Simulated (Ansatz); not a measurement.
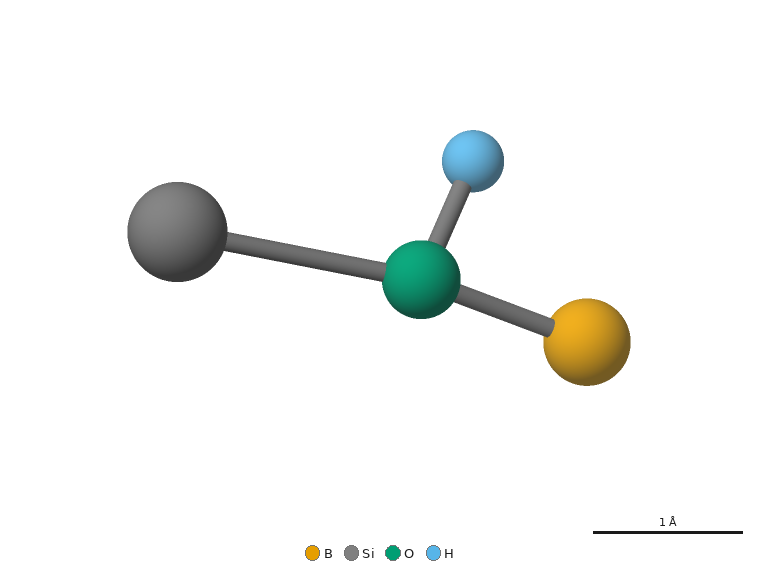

Starting geometry of the run.

Input file:

```yaml
crystal:
  periodic: [false, false, false]
  atoms:
    - {symbol: B, position_ang: [-0.619504, -1.774429, 0.368713]}
    - {symbol: Si, position_ang: [0.900137, 0.729762, 0.062996]}
    - {symbol: O, position_ang: [-0.138519, -0.600134, 0.148135]}
    - {symbol: H, position_ang: [-0.650029, -0.460338, 0.960364]}
basis:
  gaussian: {orbitals: def2-SVP}
hamiltonian: {xc: pbe, dispersion: d4}
relax: {f_tol: 0.03, max_steps: 250}
```

Command:

```sh
ansatz run in.yaml --threads 2 --pin off --events-out ev --progress --plain --max-ram 4352MiB
```

Result (its end):

```
mean field -10602.73715340 eV, -389.6434035942 hartree, gradient 2.0e-5 eV, S^2 0.000000; 4 other end points of the search recorded, 0 dependent functions left out
the calculation of the forces begins
reference -10602.73718281 eV, -389.6434046749 hartree; 14, 14 occupied and 37, 37 virtual orbitals, 551 factors
Total energy: -10602.81089657 eV, -389.6461136058 hartree
Atom 0 at    -0.593613    -1.331427     0.468690 Å, force    -0.007543    -0.011300     0.000053 eV/Å
Atom 1 at     1.323235     0.828219    -0.373295 Å, force     0.000601    -0.000659    -0.002673 eV/Å
Atom 2 at     0.225605    -0.360431     0.127597 Å, force     0.006373     0.011368     0.003083 eV/Å
Atom 3 at    -1.463141    -1.241500     1.317216 Å, force     0.000570     0.000590    -0.000462 eV/Å
Dipole moment:     0.067921     0.243554     0.042935 e Å
```
